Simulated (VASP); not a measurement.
Band structure of SrGaGeH (space group P3m1). All values below come from LDA (Ceperley-Alder, Perdew-Zunger), VASP's LDA PAW potentials (set 64) (plane waves; VASP 6.6.1).

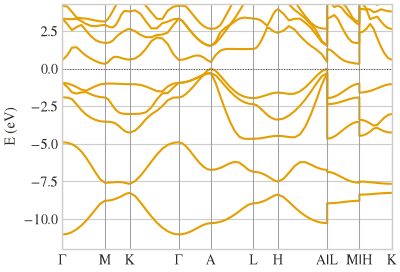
Bands along high-symmetry lines, zero at the valence-band maximum or, without a gap, the Fermi level

### Question
Read the plot: is there a gap, and where are the band edges?

### Answer
The gap is indirect, 0.32 eV, from the valence maximum at A to the conduction minimum at M. (Edges off the drawn lines would not show.)

The structure comes from a computed database's SrGaGeH entry (P3m1); how it stands against other phases isn't given here. It was relaxed first, which changed the volume by -7 %.
